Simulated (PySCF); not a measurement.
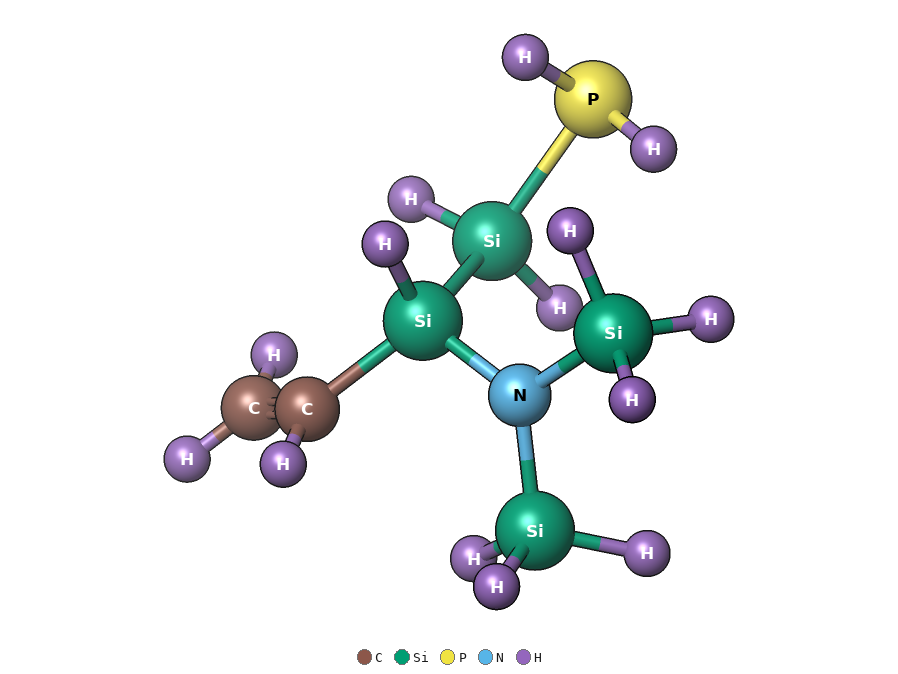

Multiple sticks mark multiple bonds (one Kekulé form).

The computed structure is the end point of a GFN2-xTB optimisation. No frequency run is at hand to confirm it as a minimum.

Description:

It has 22 atoms: 2 carbon, 14 hydrogen, 1 nitrogen, 1 phosphorus and 4 silicon (C₂H₁₄NPSi₄). SMILES: `C=C[Si@H]([SiH2]P)N([SiH3])[SiH3]`. It has no ring. Among its groups: alkene, Si–H bond, Si–N bond. The point group is C1. Coordination: 2 C trigonal planar; 4 Si tetrahedral; 1 P trigonal pyramidal; 1 N trigonal planar.

More results for the same structure follow; atom numbers are the same in all pictures, views and colours differ.

**Geometry**

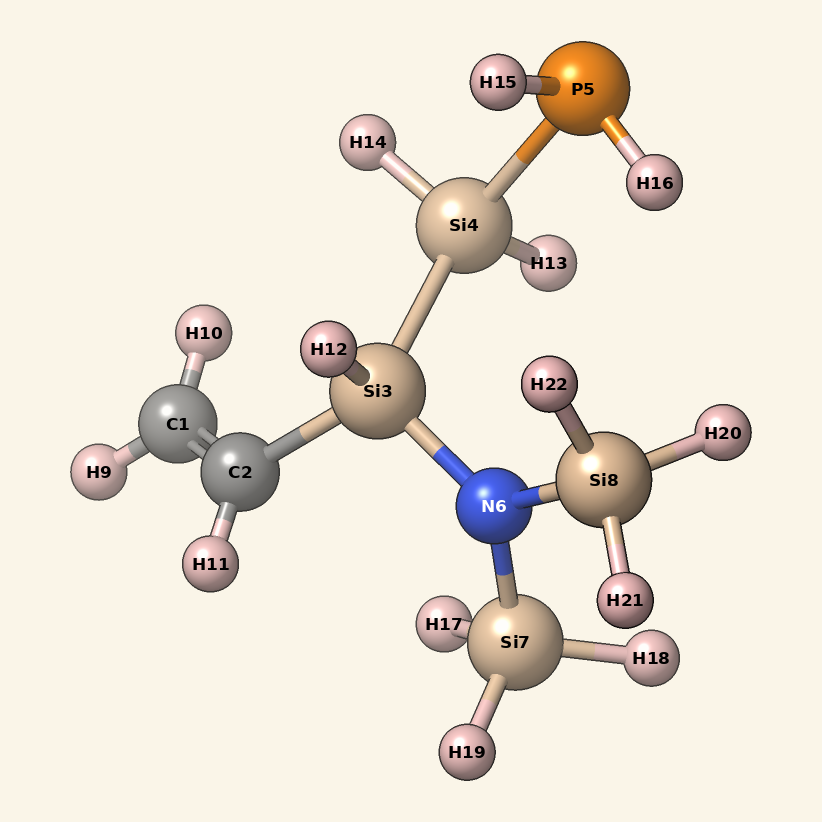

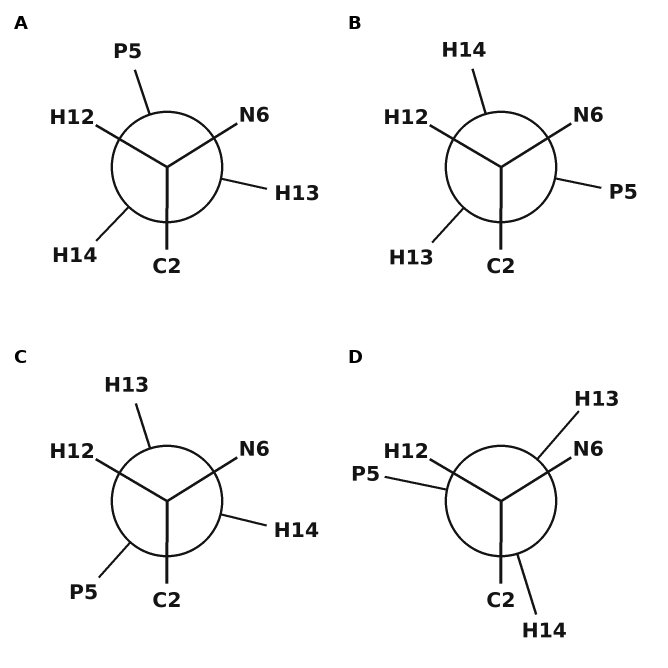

Atoms fade into the background with distance from the viewer. Bonds that would overlap in a projection are set slightly apart. No frequency run is at hand to confirm it as a minimum.

Which Newman projection shows the view along Si3–Si4, with Si3 in front?

Answer. A. The torsion angle N6–Si3–Si4–P5 is −76°, synclinal (gauche).

**NMR shielding**

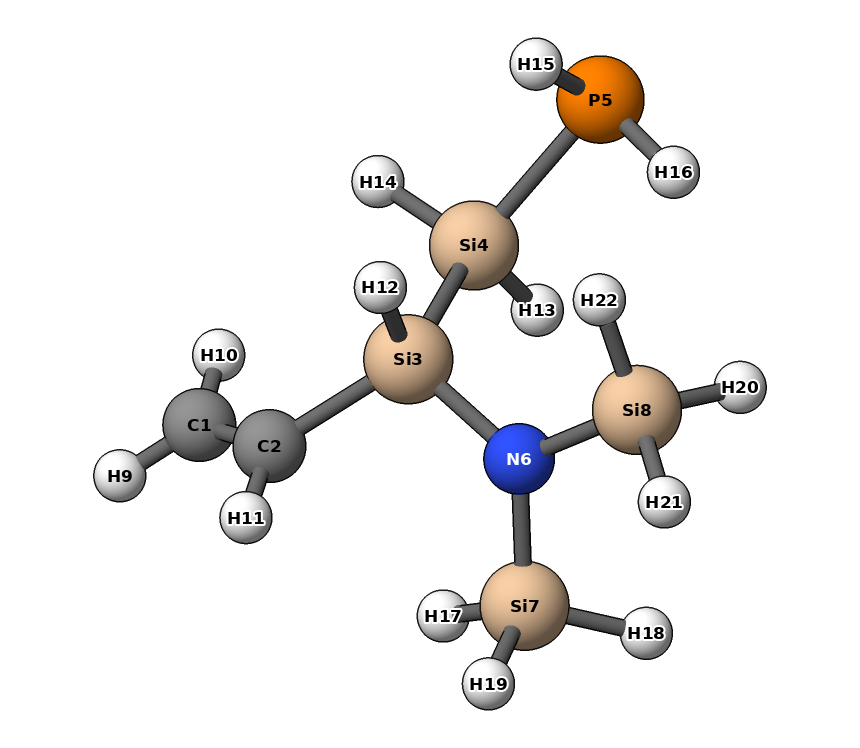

No frequency run is at hand to confirm it as a minimum. Properties computed with GIAO PBE0/pcSseg-1 NMR shielding, non-relativistic, gas phase (PySCF 2.14.0). Principal shieldings σ11 ≤ σ22 ≤ σ33, span Ω = σ33 − σ11, skew κ = 3(σiso − σ22)/Ω.

Give the shielding tensors of the P atoms.

```json
{"atom": "P5", "σ11": "556.0", "σ22": "598.5", "σ33": "732.5", "σiso": "629.0", "Ω": "176.5", "κ": "0.52"}
```

Shieldings and span in ppm.

**Dipole moment**

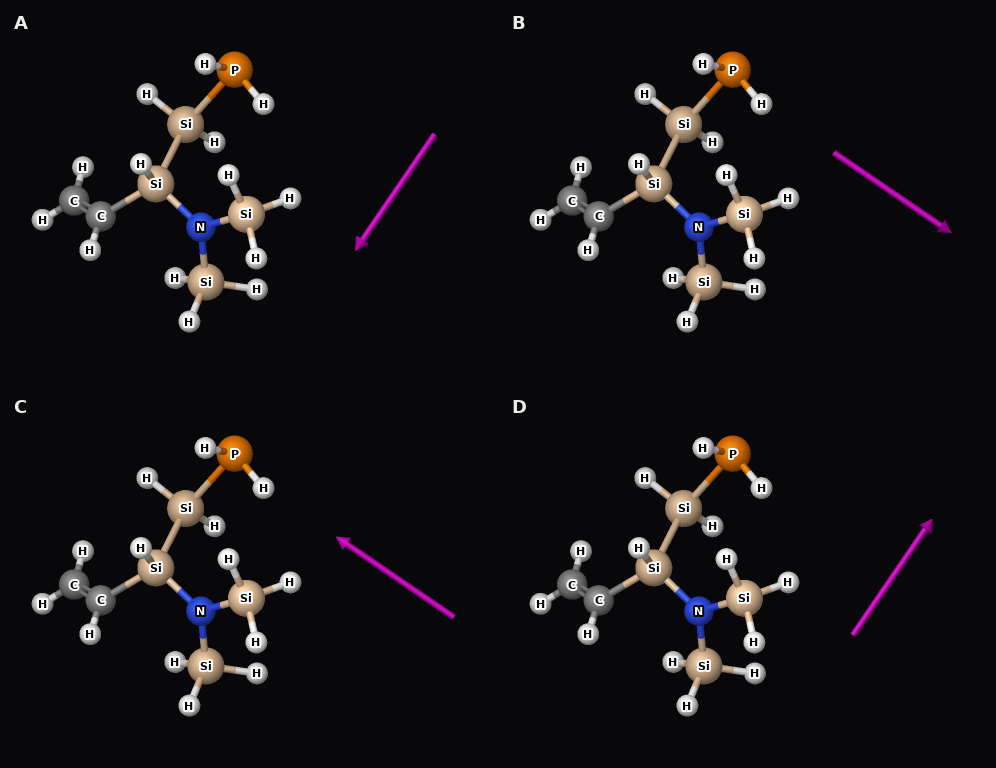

The same molecule four times, each with an arrow. No frequency run is at hand to confirm it as a minimum. Level of theory: PBE0/pcSseg-1, gas phase (PySCF 2.14.0).

Which arrow points along the dipole moment, from the negative to the positive end?

Answer. A. The dipole moment is 1.72 D.

**Charges**

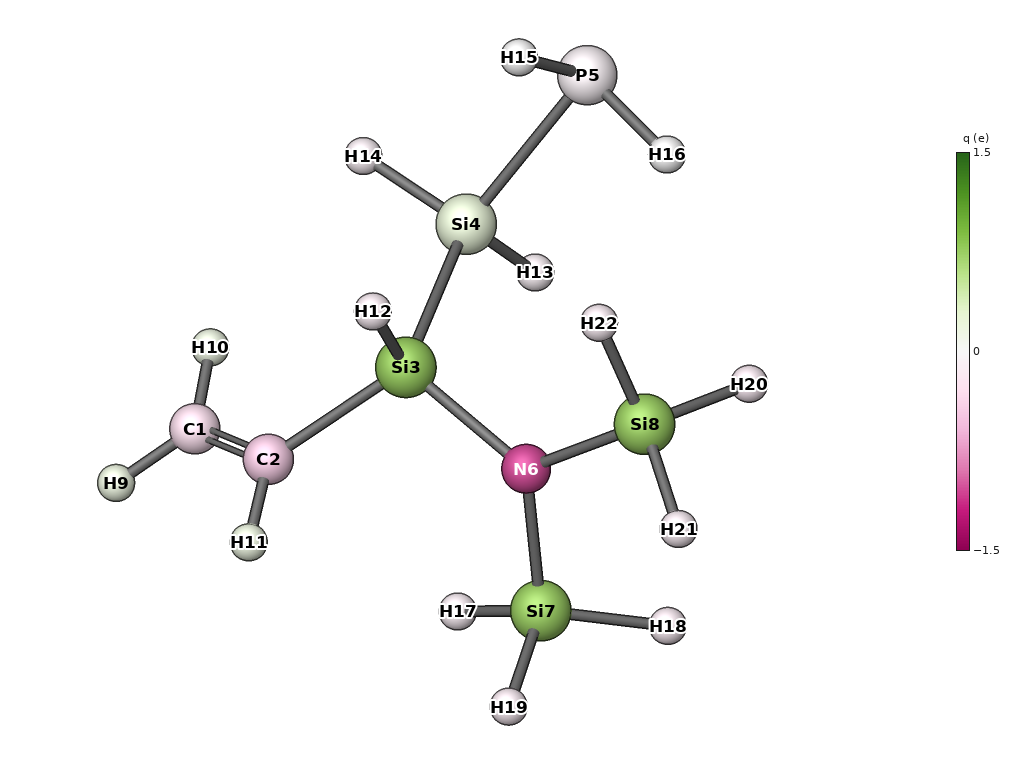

Atoms are coloured by their IAO charges. No frequency run is at hand to confirm it as a minimum. Level of theory: PBE0/pcSseg-1, gas phase (PySCF 2.14.0).

Give the IAO charges atom by atom.

```json
{"atom": "C1", "value (e)": "−0.27"}
{"atom": "C2", "value (e)": "−0.42"}
{"atom": "Si3", "value (e)": "0.75"}
{"atom": "Si4", "value (e)": "0.22"}
{"atom": "P5", "value (e)": "−0.07"}
{"atom": "N6", "value (e)": "−1.03"}
{"atom": "Si7", "value (e)": "0.73"}
{"atom": "Si8", "value (e)": "0.73"}
{"atom": "H9", "value (e)": "0.15"}
{"atom": "H10", "value (e)": "0.14"}
{"atom": "H11", "value (e)": "0.15"}
{"atom": "H12", "value (e)": "−0.12"}
{"atom": "H13", "value (e)": "−0.08"}
{"atom": "H14", "value (e)": "−0.10"}
{"atom": "H15", "value (e)": "−0.01"}
{"atom": "H16", "value (e)": "−0.01"}
{"atom": "H17", "value (e)": "−0.12"}
{"atom": "H18", "value (e)": "−0.13"}
{"atom": "H19", "value (e)": "−0.14"}
{"atom": "H20", "value (e)": "−0.14"}
{"atom": "H21", "value (e)": "−0.13"}
{"atom": "H22", "value (e)": "−0.12"}
```

The geometry is semi-empirical. Around P, Si such bond lengths and angles can be off by a tenth of an ångström or more and by several degrees, and values that hang on the shape move with them.
